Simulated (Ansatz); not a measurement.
Relaxed SiO$_{2}$ (rutile):

```yaml
crystal:
  lattice:
    - [8.36951, 0.00000, 0.00000]
    - [0.00000, 4.18475, 0.00000]
    - [0.00000, 0.00000, 2.66845]
  atoms:
    - { symbol: Si, position: [0.25000, 0.50000, 0.50000] }
    - { symbol: Si, position: [0.75000, 0.50000, 0.50000] }
    - { symbol: Si, position: [0.00000, 0.00000, 0.00000] }
    - { symbol: Si, position: [0.50000, 0.00000, 0.00000] }
    - { symbol: O, position: [0.40305, 0.80610, 0.50000] }
    - { symbol: O, position: [0.90305, 0.80610, 0.50000] }
    - { symbol: O, position: [0.15305, 0.69390, 0.00000] }
    - { symbol: O, position: [0.65305, 0.69390, 0.00000] }
    - { symbol: O, position: [0.34695, 0.30610, 0.00000] }
    - { symbol: O, position: [0.84695, 0.30610, 0.00000] }
    - { symbol: O, position: [0.09695, 0.19390, 0.50000] }
    - { symbol: O, position: [0.59695, 0.19390, 0.50000] }
```

A phonon eigenvector at X = (0.5, 0.0, 0.0) is frozen into this cell: atom i moves by Q times the vector below, so Q is the largest atomic displacement, in Å. The cell is held. It is one choice among 2 degenerate patterns. (q is in reciprocal vectors of the primitive cell; the cell shown is doubled to hold the pattern.)

```json
[
 {"atom": "Si1", "x": "0.000", "y": "0.000", "z": "-0.423"},
 {"atom": "Si2", "x": "0.000", "y": "0.000", "z": "0.423"},
 {"atom": "Si3", "x": "0.000", "y": "0.000", "z": "0.160"},
 {"atom": "Si4", "x": "0.000", "y": "0.000", "z": "-0.160"},
 {"atom": "O5", "x": "0.000", "y": "0.000", "z": "1.000"},
 {"atom": "O6", "x": "0.000", "y": "0.000", "z": "-1.000"},
 {"atom": "O7", "x": "0.000", "y": "0.000", "z": "-0.270"},
 {"atom": "O8", "x": "0.000", "y": "0.000", "z": "0.270"},
 {"atom": "O9", "x": "0.000", "y": "0.000", "z": "0.458"},
 {"atom": "O10", "x": "0.000", "y": "0.000", "z": "-0.458"},
 {"atom": "O11", "x": "0.000", "y": "0.000", "z": "0.929"},
 {"atom": "O12", "x": "0.000", "y": "0.000", "z": "-0.929"}
]
```

Level of theory: r2SCAN (plane waves to 500 eV, PAW, scalar-relativistic; Ansatz, a program for electronic structure). k mesh 4×8×12 (Γ-centred), Fermi-Dirac smearing 0.05 eV. Energies are smeared free energies. SiO2 was relaxed with its symmetry unable to fall. The PAW data are Ansatz's earlier set. The zero of ΔE is the undisplaced structure.

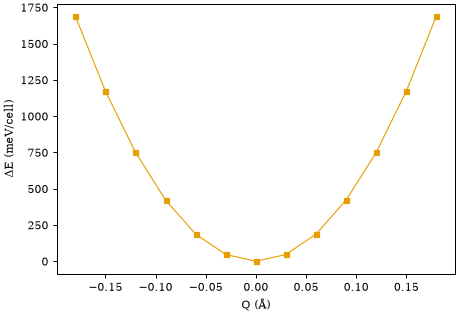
Figure. ΔE (meV/cell) against Q (Å); markers are the computed points, lines only join them.

The energy at Q = 0.180 Å comes out as 1691 meV/cell. Harmonic wavenumber from the curvature (finite differences): 594 cm⁻¹. Space group of the distorted cell: Pc (No. 7), lowered from P4_2/mnm. Wavenumber by perturbation theory (DFPT, on another k mesh): 594 cm⁻¹. Symmetry of the curve: even: the same for both signs.

E″ = 104.15 eV/Å², M = Σ mᵢ|uᵢ|² = 80.1 u, ν̃ = 521.5·√(|E″|/M).

(For displaced atoms, the force is minus the slope of the energy, and its curvature is a force constant, which sets phonon frequencies.)
